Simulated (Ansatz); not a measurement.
# Rhodium, hcp: r²SCAN0 after r²SCAN

How do the levels change when part of the exchange is made exact, and what does it cost? Spin polarisation is left out. The cell comes from an earlier r²SCAN relaxation. Exact exchange is dear, so the k-mesh is coarse, and r²SCAN is run on the same mesh for comparison.

Method: DFT, plane waves (500 eV) with PBE-made PAW files, scalar-relativistic; functionals as named at each step, in Ansatz 0.2.0.

### Step 1. The structure to begin with

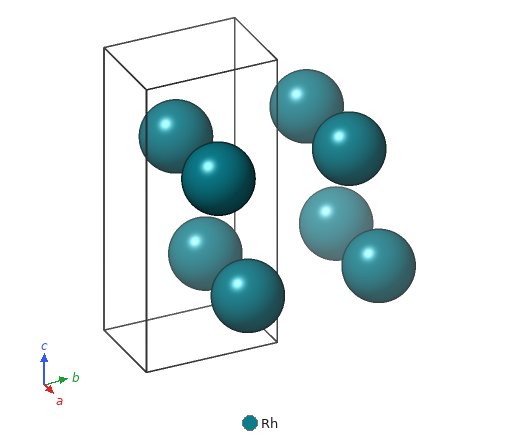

Start, viewed slightly off an axis; rhodium blue. 2×2×1 cells are drawn. Any atoms on the faces are drawn again on the opposite ones.

Structure file:

```
Rh
1.0
     2.70351    0.00000    0.00000
    -1.35176    2.34131    0.00000
     0.00000    0.00000    4.35688
Rh
2
Direct
  0.33333 0.66667 0.25000
  0.66667 0.33333 0.75000
```

### Step 2. r²SCAN, coarse mesh

The run with r²SCAN.

input.yaml reads:

```yaml
crystal:
  lattice:
    - [2.703511956, 0.0, 0.0]
    - [-1.351755978, 2.3413100333, 0.0]
    - [0.0, 0.0, 4.3568814166]
  atoms:
    - { symbol: Rh, position: [0.3333333333, 0.6666666667, 0.25] }
    - { symbol: Rh, position: [0.6666666667, 0.3333333333, 0.75] }
hamiltonian:
  xc: r2scan
  pseudopotentials:
    kind: paw
    azcp:
      Rh: "pseudopotentials/Rh.paw.azcp"
basis:
  ecutwfc: 500
  fft_grid_basis: typed
kpoints:
  mp_grid: { grid: [7, 7, 4], shift: [0, 0, 0] }
magnetization:
  spin_polarized: false
scf:
  occupations: { method: fermi_dirac, width: 0.1 }
```

Started as:

```sh
> ansatz run input.yaml --threads 4 --pin off --max-ram 8192MiB --backend cpu --events-out ev --progress --plain --runs-dir out
```

The log of the run, cut to the lines that bear on the results:

```text
Warning: RAYON_NUM_THREADS=4 ignored (pool sized by the plan → 4); use --threads N
[...]
Pseudopotentials: kind: paw
Pseudopotential: Rh, paw, valence charge 17, recommended cutoff 500 eV (meta_gga), <dir>
Functional definition: r2SCAN
[...]
Crystal: 2 atoms, lattice volume = 27.578 Å³
Basis set: ecut = 500 eV, 699 PW (Γ), exchange–correlation on 80×80×128 points (64 copies of the dense FFT grid, shifted against one another)
Bands: 21, of which v1, the nominal top of the filled ones, is band 17 counted from 1 (16 counted from 0)
Symmetry: 24 space group operations
Space group: P63/mmc (ITA 194), of the structure as read, at distance tolerance 3.0e-5 Å
k-points: 24 of 196
[...]
SCF iter   1: F=—  HF=-12830.546599 eV  |F-HF|=—  |Δ(HF+E_count)|=         —  Δρ=1.27e-2  dr2=1.07e-2  dr2_τ=1.33e-2  ethr=1.77e-3  ⟨swp⟩=4.9  Hψ=2062  notcnv=0
[...]
SCF iter   7: F=-12830.569952 eV  HF=-12830.569952 eV  |F-HF|=3.07e-8  |Δ(HF+E_count)|=   5.28e-8  Δρ=1.01e-5  dr2=2.40e-8  dr2_τ=9.31e-10  ethr=2.94e-10  ⟨swp⟩=2.0  Hψ=1012  notcnv=0
[...]
SCF converged after 7 iterations
Free energy (F): -12830.569952 eV
[...]
E sigma→0 (E₀):  -12830.530250 eV
Entropy (-TS):   -0.079403 eV (-39.701 meV/atom)
Fermi energy:    22.233462 eV
[...]
```

It took 0.66 s on 4 threads of Arm Neoverse V1, shared host; peak memory 0.3 GiB.

### Step 3. r²SCAN0, coarse mesh

The run with r²SCAN0.

Changes to input.yaml since step 2:

```diff
@@ -9,3 +9,3 @@
 hamiltonian:
-  xc: r2scan
+  xc: r2scan0
   pseudopotentials:
```

Started as:

```sh
> ansatz run input.yaml --threads 4 --pin off --max-ram 8192MiB --backend cpu --events-out ev --progress --plain --runs-dir out
```

The log of the run, cut to the lines that bear on the results:

```text
Warning: RAYON_NUM_THREADS=4 ignored (pool sized by the plan → 4); use --threads N
[...]
[... 2 set-up lines as earlier in the session ...]
Functional definition: r2SCAN0
[...]
Crystal: 2 atoms, lattice volume = 27.578 Å³
Basis set: ecut = 500 eV, 699 PW (Γ), exchange–correlation on 80×80×128 points (64 copies of the dense FFT grid, shifted against one another)
Bands: 21, of which v1, the nominal top of the filled ones, is band 17 counted from 1 (16 counted from 0)
[... 2 set-up lines as earlier in the session ...]
k-points: 24 of 196
[...]
SCF iter   1: F=—  HF=-12830.552325 eV  |F-HF|=—  |Δ(HF+E_count)|=         —  Δρ=1.31e-2  dr2=1.15e-2  dr2_τ=1.31e-2  ethr=1.77e-3  ⟨swp⟩=6.5  Hψ=1969  notcnv=0
[...]
Frozen-core exchange: fock
[...]
Frozen-core exchange: fock
[...]
hybrid outer 3: dexx = +3.628e-5 eV, tail = inf eV, Δε = 5.50e-2 eV (about 9.03e-4 eV left of the loop's levels)
Frozen-core exchange: fock
[...]
SCF iter   2: F=-12826.882273 eV  HF=-12826.882273 eV  |F-HF|=6.37e-11  |Δ(HF+E_count)|=  2.56e-10  Δρ=1.82e-6  dr2=2.67e-10  dr2_τ=3.13e-11  ethr=4.63e-12  ⟨swp⟩=3.3  Hψ=1364  notcnv=0  defer=2
[...]
hybrid outer 4: dexx = +5.400e-10 eV, tail = 7.19e-10 eV, Δε = 7.80e-5 eV (about 3.07e-5 eV left of the loop's levels)
hybrid SCF converged: 4 outer / 20 inner (+8 warm-up), last move |dexx| = 5.40e-10 eV, tail = 7.19e-10 eV
Stability not checked: this state was not tested for a lower state beside it, because the functional holds exact exchange (a hybrid, or Hartree-Fock), whose exchange loop this test does not read (fock_operator; see scf.lower_state_search)
Free energy (F): -12826.882273 eV
Frozen-core exchange: fock
[...]
E sigma→0 (E₀):  -12826.873951 eV
Entropy (-TS):   -0.016643 eV (-8.322 meV/atom)
Fermi energy:    21.909731 eV
[...]
--- Band table (eV; the first three rows and the last of 24) ---
[... band rows left out ...]
[...]
```

Run time: 9.1 s. Hardware: 4 threads of Arm Neoverse V1, shared host; peak memory 1.1 GiB.

### Step 4. The functionals compared

```
functional               gap on the mesh  Fermi energy (eV)  SCF cycles  exchange loops  CPU time
    r²SCAN  none (levels filled in part)             22.233           7               -     1.9 s
   r²SCAN0  none (levels filled in part)             21.910          28               4      30 s
```

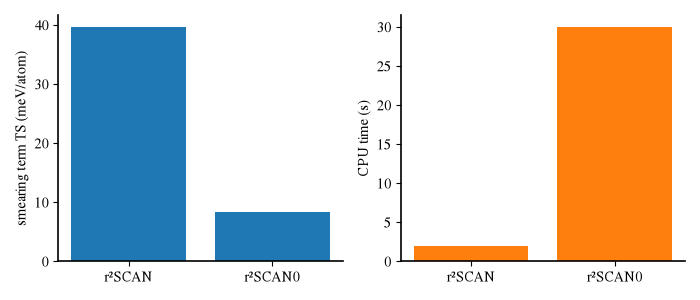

Smearing term and CPU time by functional.

### Step 5. Results

| quantity | value |
| --- | --- |
| r²SCAN: gap | none (levels filled in part) |
| r²SCAN0: gap | none (levels filled in part) |
| r²SCAN0: SCF cycles, exchange loops | 28, 4 |
| r²SCAN0: CPU time over that of r²SCAN | 16 |
| r²SCAN0: relative to fcc | +156 meV/atom |

What this shows: Neither r²SCAN nor r²SCAN0 shows a clean gap on this mesh. r²SCAN0 cost 16 times the CPU time of r²SCAN. r²SCAN0 needed 4 outer loops of the exchange operator. To compare with dense-mesh energies, the change of r²SCAN from this mesh and smearing to its dense run (+38.6 meV/atom, from a run not shown) is added. Under r²SCAN0 it lies 156 meV/atom above fcc (computed apart in the same way); on such meshes a few tens of meV are uncertain for metals. Absolute energies differ from functional to functional, by eV per atom at times, and say nothing by themselves.
